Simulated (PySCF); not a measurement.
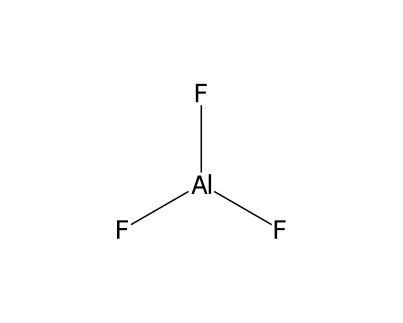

Structural formula above. The geometry was computed by an optimisation with PBE0-D3(BJ)/def2-TZVP. No frequency run is at hand to confirm it as a minimum.

What does the molecule look like in three dimensions?

It has 4 atoms: 1 aluminium and 3 fluorine (AlF₃). SMILES: `[F][Al]([F])[F]`. This geometry has D3h symmetry. All atoms lie on one plane. Coordination: 1 Al trigonal planar.

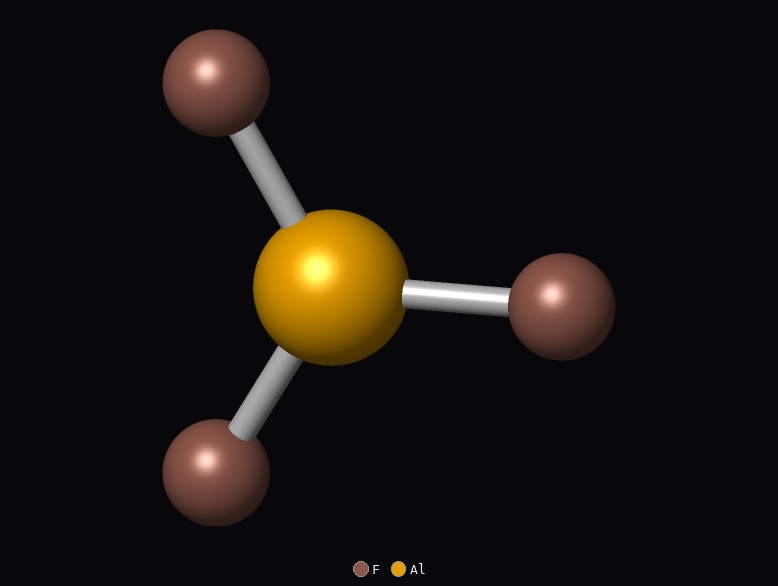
